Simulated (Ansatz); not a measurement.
Base system: GaN in the wurtzite structure (space group P6_3mc, No. 186; a = 3.1826 Å, c = 5.1854 Å). Axes: x lies along a and z along c of the hexagonal cell.

Perturbation: uniaxial strain ε_zz = −0.60 %, all other strain components held at zero; the atoms relax in the strained cell.

Method: PBEsol in Ansatz (plane waves to 420 eV, PAW, without spin-orbit coupling).

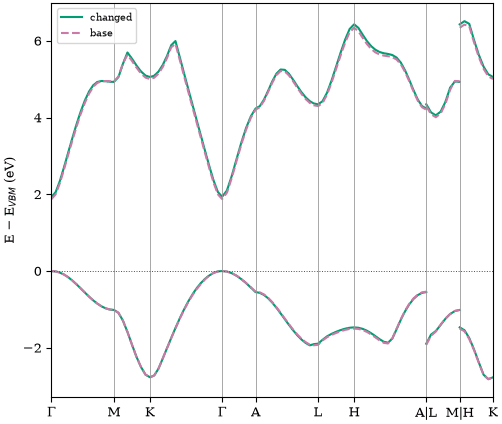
Highest valence and lowest conduction band along the path, each from its own valence-band maximum

The gap is 1.94 eV, direct at Γ; the base has 1.88 eV.

No phonon test of stability was made.

Ansatz is a quantum-chemistry and plane-wave program.
